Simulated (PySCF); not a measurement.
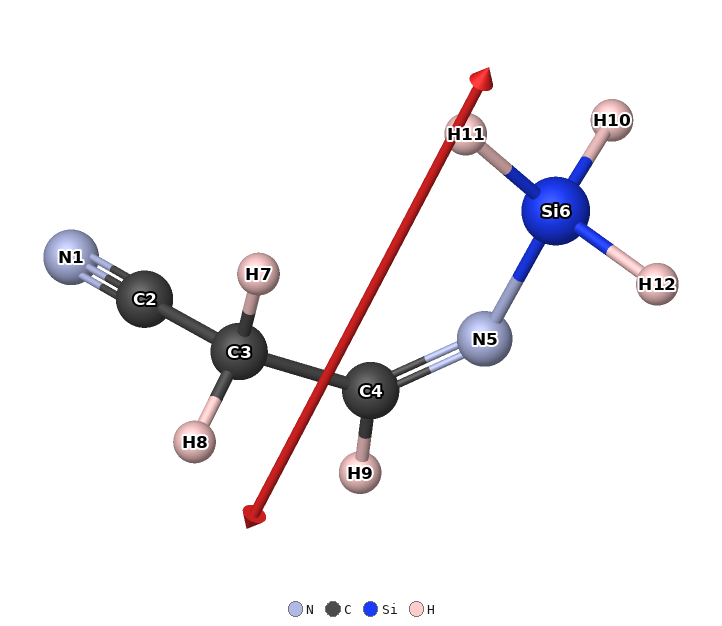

The double arrow shows the direction of the transition dipole to excited singlet state 4 (its length means nothing). Computed geometry: GFN2-xTB optimisation. No frequency run is at hand to confirm it as a minimum. Level of theory: TDDFT CAM-B3LYP/def2-SVPD, vertical, gas phase, core orbitals frozen in the response (PySCF 2.14.0).

> How is the transition polarised?

Nearly parallel to the N5–Si6 bond.

> Where does the transition lie, and how strong is it?

7.35 eV (169 nm), oscillator strength 0.051, mainly HOMO → LUMO+2 (weight 0.55); transition dipole 1.36 D.

The geometry is semi-empirical. Around Si such bond lengths and angles can be off by a tenth of an ångström or more and by several degrees, and values that hang on the shape move with them.
